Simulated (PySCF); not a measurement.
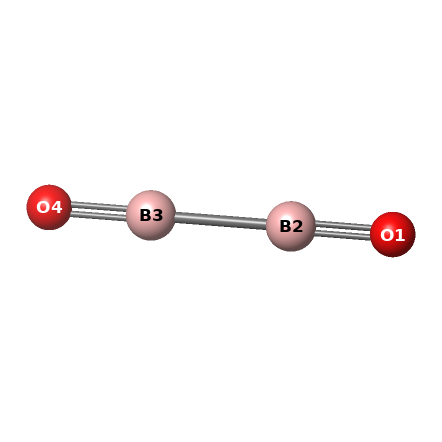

The computed structure is the end point of a PBE0-D3(BJ)/def2-SVP optimisation. No frequency run is at hand to confirm it as a minimum. Method: delta-SCF UKS SCAN, pcX-2 on the ionised atom, pcseg-1 elsewhere, spin-free X2C (PySCF 2.14.0).

Give the core-electron binding energies (to vacuum) of O1 1s, B2 1s.

| atom | level | binding energy (eV) |
| --- | --- | --- |
| O1 | 1s | 539.4 |
| B2 | 1s | 199.0 |
